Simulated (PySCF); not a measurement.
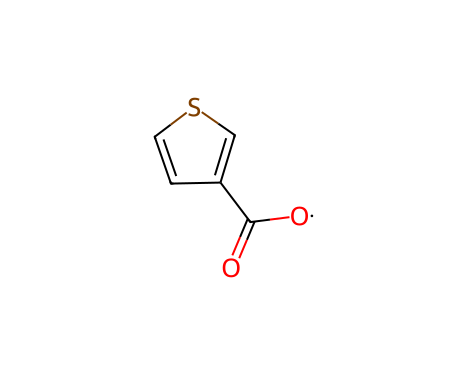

State: neutral, doublet. The geometry was computed by an optimisation with GFN2-xTB. No frequency run is at hand to confirm it as a minimum. Properties computed with UKS B3LYP, pcH-1 on C H O S, non-relativistic (PySCF 2.14.0).

Predict the main results.

The species is C₅H₃O₂S (`[O]C(=O)c1ccsc1`).
- ⟨S²⟩ of the determinant: 0.756
- isotropic g value: 2.00376
